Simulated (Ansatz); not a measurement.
```yaml
atoms:
  - { symbol: C, position_ang: [0.1739, 0.0949, -0.0981] }
  - { symbol: Ga, position_ang: [1.7828, -1.1151, 0.1022] }
  - { symbol: O, position_ang: [-0.5163, 0.1753, -1.2558] }
  - { symbol: H, position_ang: [-1.2517, 0.7952, -1.1835] }
  - { symbol: H, position_ang: [-0.2235, 0.7437, 0.7077] }
```

Geometry: PBE0-D3(BJ)/def2-SVP.

All numbers below come from Ansatz, isolated molecule in a Gaussian basis; Kohn-Sham density functional theory, functional PBE0.

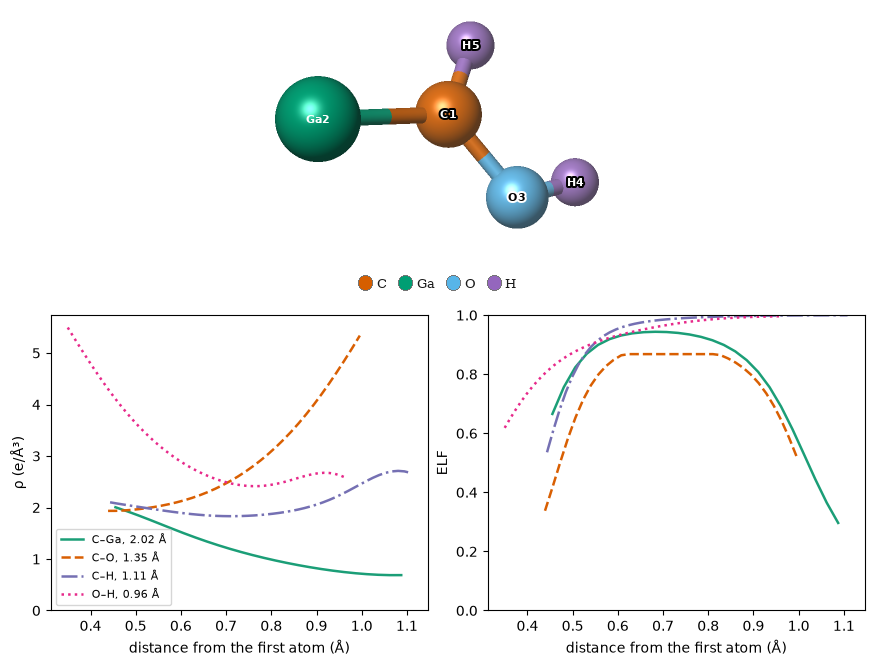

CH2GaO (doublet). Electron density and electron localisation function along straight lines between neighbouring atoms. The curves leave out the atomic cores. The structure is drawn too.

What can be read from the curves?

Answer. C–Ga (2.02 Å): ρ is about 0.71 e/Å³ halfway; the ELF peaks at about 0.95 in the valence shell of C, 0.7 Å from its nucleus, and is about 0.55 at the midpoint.
C–O (1.35 Å): the density is about 2.4 e/Å³ at the midpoint; the ELF peaks at about 0.85 between the atoms; a shared but strongly polarised pair.
C–H (1.11 Å): ρ at the midpoint is about 1.9 e/Å³; the ELF climbs to about 1 towards the hydrogen, as it does in any bond to H; an ordinary covalent bond to hydrogen.
O–H (0.96 Å): ρ is about 3.8 e/Å³ halfway; the ELF climbs to about 1 towards the hydrogen: a covalent bond by its length.
